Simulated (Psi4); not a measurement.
**SiO (SMILES O=[Si]) at DSD-PBEP86/def2-TZVPPD (density fitting for correlation)**

Aim: the vertical singlet–triplet gap of SiO at DSD-PBEP86/def2-TZVPPD (density fitting for correlation), from 2 runs. 

The calculation is run with Psi4 1.11.

5 further runs of the same task are left out: 3 that didn't finish, 2 set aside as unsound or not needed.

### Step 1. Starting point

The species is SiO (2 atoms), meant as a singlet with charge 0. SMILES: `O=[Si]`. Geometry: relaxed at PBE0-D4/def2-TZVP.

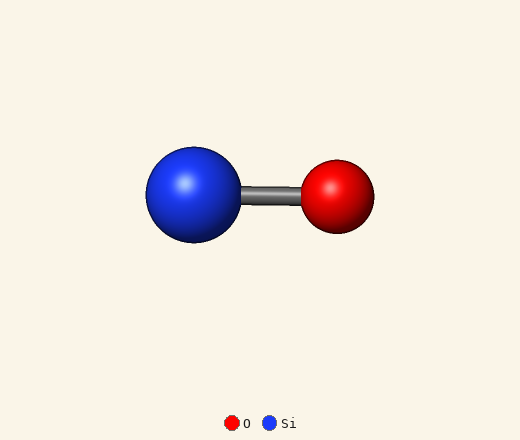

The structure, seen from a chosen angle (oxygen red, silicon blue).

### Step 2. A single-point energy at DSD-PBEP86/def2-TZVPPD (density fitting for correlation)

Contents of run.py:

```python
import numpy as np
from ase.calculators.psi4 import Psi4
from ase import Atoms

atoms = Atoms(['O', 'Si'], positions=[
    [-0.640700, 0.231500, -0.324000],
    [0.640700, -0.231500, 0.324000],
])
calc = Psi4(atoms=atoms, method='dsd-pbep86', basis='def2-TZVPPD', memory='1600MB', num_threads=1, charge=0, multiplicity=1, label='calc')
calc.psi4.set_options({'puream': True, 'e_convergence': 1e-09, 'd_convergence': 1e-08, 'scf_type': 'pk', 'dft_radial_points': 99, 'dft_spherical_points': 590, 'num_frozen_docc': 6})
atoms.calc = calc

print(f'energy: {atoms.get_potential_energy():.6f} eV')
```

The run is started by

```bash
$ python run.py
```

calc.dat:

```text
[...]
  Running in c1 symmetry.
[...]
  Nuclear repulsion =   39.283332351226669
[...]
  Multiplicity = 1
[...]
  Nalpha       = 11
  Nbeta        = 11
[...]
    Number of basis functions: 88
[...]
   @RKS iter   1:  -364.00998911200020   -6.44214e-01   7.89338e-03 DIIS/ADIIS
[...]
   @RKS iter  11:  -364.20228908727950   -1.87583e-12   2.88242e-09 DIIS
[...]
    Orbital Energies [Eh]
    ---------------------
    Doubly Occupied:
       1A    -67.883381     2A    -20.038798     3A     -5.873167
       4A     -4.061170     5A     -4.061170     6A     -4.058445
       7A     -1.157594     8A     -0.554351     9A     -0.430865
      10A     -0.430865    11A     -0.400335
[...]
  @RKS Final Energy:  -364.20228908727950
   => Energetics <=
    Nuclear Repulsion Energy =             39.2833323512266688
    One-Electron Energy =                -583.1251986435122490
    Two-Electron Energy =                 187.9973526805823667
    DFT Exchange-Correlation Energy =      -8.3577754755763465
    Empirical Dispersion Energy =           0.0000000000000000
    VV10 Nonlocal Energy =                  0.0000000000000000
    Total Energy =                       -364.2022890872794960
[...]
 Multipole Moments:
 ------------------------------------------------------------------------------------
     Multipole            Electronic (a.u.)      Nuclear  (a.u.)        Total (a.u.)
 ------------------------------------------------------------------------------------
 L = 1.  Multiply by 2.5417464519 to convert [e a0] to [Debye]
 Dipole X            :          1.1752850            0.0062444            1.1815294
 Dipole Y            :         -0.4246581           -0.0022563           -0.4269144
 Dipole Z            :          0.5943380            0.0031578            0.5974958
 Magnitude           :                                                    1.3911394
[...]
```

The script printed:

```text
energy: -9915.368095 eV
```

Wall time 6.9 s (1 thread of Intel Xeon Platinum 8223CL at 3.00GHz (Skylake/Cascade Lake), shared host); peak memory 0.6 GiB.

### Step 3. The triplet at the same level

Contents of run.py:

```python
import psi4

psi4.set_memory(1600000000)
psi4.set_num_threads(1)
psi4.core.set_output_file('run.log', False)

molecule = psi4.geometry("""
0 3
O     -1.21074753     0.43747160    -0.61227126
Si     1.21074753    -0.43747160     0.61227126
units au
symmetry c1
no_reorient
no_com
""")

psi4.set_options({
    'basis': 'def2-TZVPPD',
    'reference': 'uks',
    'puream': True,
    'e_convergence': 1e-09,
    'd_convergence': 1e-08,
    'scf_type': 'pk',
    'dft_radial_points': 99,
    'dft_spherical_points': 590,
    'num_frozen_docc': 6,
    'maxiter': 100,
})

e = psi4.energy('dsd-pbep86', molecule=molecule)
print(f'dsd-pbep86 energy: {e:.10f} Eh')
```

The run is started by

```bash
$ python run.py
```

run.log:

```text
[...]
  Running in c1 symmetry.
[...]
  Nuclear repulsion =   39.283332356482084
[...]
  Multiplicity = 3
[...]
  Nalpha       = 12
  Nbeta        = 10
[...]
    Number of basis functions: 88
[...]
   @UKS iter   1:  -363.84262067425004   -4.76845e-01   8.07477e-03 ADIIS/DIIS
[...]
   @UKS iter  16:  -364.06438396966723   -3.87672e-11   9.32908e-09 DIIS
[...]
   @S^2 Observed:                2.021604291E+00
[...]
    Orbital Energies [Eh]
    ---------------------
    Alpha Occupied:
       1A    -67.917796     2A    -20.077058     3A     -5.906027
       4A     -4.097321     5A     -4.097132     6A     -4.093221
       7A     -1.214631     8A     -0.624174     9A     -0.497665
      10A     -0.485666    11A     -0.466028    12A     -0.252509
    Alpha Virtual:
      13A     -0.036974    14A      0.042394    15A      0.052502
      16A      0.114778    17A      0.118333    18A      0.119768
      19A      0.120947    20A      0.124710    21A      0.156503
      22A      0.161312    23A      0.205570    24A      0.279389
      25A      0.310367    26A      0.319241    27A      0.324793
[...]
  @UKS Final Energy:  -364.06438396966723
   => Energetics <=
    Nuclear Repulsion Energy =             39.2833323564820844
    One-Electron Energy =                -582.4010232242608254
    Two-Electron Energy =                 187.4102093407872189
    DFT Exchange-Correlation Energy =      -8.3569024426757608
    Empirical Dispersion Energy =           0.0000000000000000
    VV10 Nonlocal Energy =                  0.0000000000000000
    Total Energy =                       -364.0643839696672330
[...]
 Multipole Moments:
 ------------------------------------------------------------------------------------
     Multipole            Electronic (a.u.)      Nuclear  (a.u.)        Total (a.u.)
 ------------------------------------------------------------------------------------
 L = 1.  Multiply by 2.5417464519 to convert [e a0] to [Debye]
 Dipole X            :         -6.2521247            7.2644852            1.0123605
 Dipole Y            :          2.2590399           -2.6248296           -0.3657897
 Dipole Z            :         -3.1616800            3.6736276            0.5119476
 Magnitude           :                                                    1.1919590
[...]
```

The script printed:

```text
dsd-pbep86 energy: -364.2298140020 Eh
```

Wall time 11 s (1 thread of Intel Xeon Platinum 8223CL at 3.00GHz (Skylake/Cascade Lake), shared host); peak memory 0.59 GiB.

### Step 4. Outcome

At DSD-PBEP86/def2-TZVPPD (density fitting for correlation), 6 core orbitals frozen:

| quantity | value |
| --- | --- |
| singlet: total energy | -364.38306 Eh |
| singlet: HOMO energy (SCF part's orbitals) | -10.89 eV |
| singlet: LUMO energy (SCF part's orbitals) | -0.25 eV |
| singlet: HOMO–LUMO gap (SCF part's orbitals) | 10.64 eV |
| triplet: total energy | -364.22981 Eh |
| triplet: HOMO energy (SCF part's orbitals) (highest over α and β) | -6.87 eV |
| triplet: LUMO energy (SCF part's orbitals) (lowest over α and β) | -3.63 eV |
| triplet: ⟨S²⟩ | 2.022 |
| vertical energy of the triplet above the singlet | 4.170 eV |

At this shape the triplet lies 4.17 eV (96 kcal/mol) above the singlet.
